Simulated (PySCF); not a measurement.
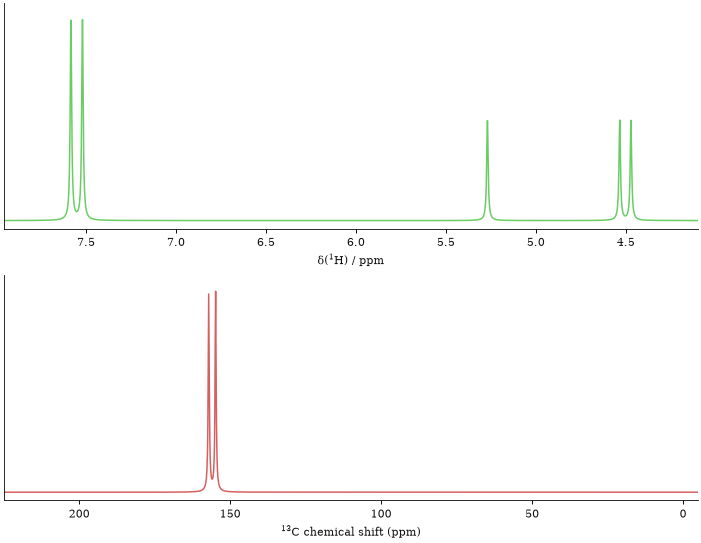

GIAO shifts, PBE0/pcSseg-1 with PySCF, at a GFN2-xTB geometry (no frequency check), against TMS for ¹H and TMS for ¹³C computed at the same level. Gas phase, fully decoupled, line heights follow the number of nuclei, widths are arbitrary (no quadrupolar broadening); values of one conformer, averaged over methyl-type rotors and exact or near symmetry.

Question: Which structure fits the spectrum?
A. C₄H₂BF₃, SMILES F/C=C\C#CB(F)F
B. C₄H₃⁻, SMILES [C-]#CC=C
C. C₄H₂F₂O₂, SMILES O=C1OCC(F)=C1F
D. C₄H₇FSi₂, SMILES F[SiH]1C=C[SiH2]C=C1

Answer: D. Its ¹H signals: 7.58 (2 H), 7.52 (2 H), 5.27 (1 H), 4.53 (1 H), 4.47 (1 H) ppm. Its ¹³C signals: 157.1 (2 C), 154.8 (2 C) ppm.

Note: the tight-binding geometry is rougher than a DFT one and adds to the error.
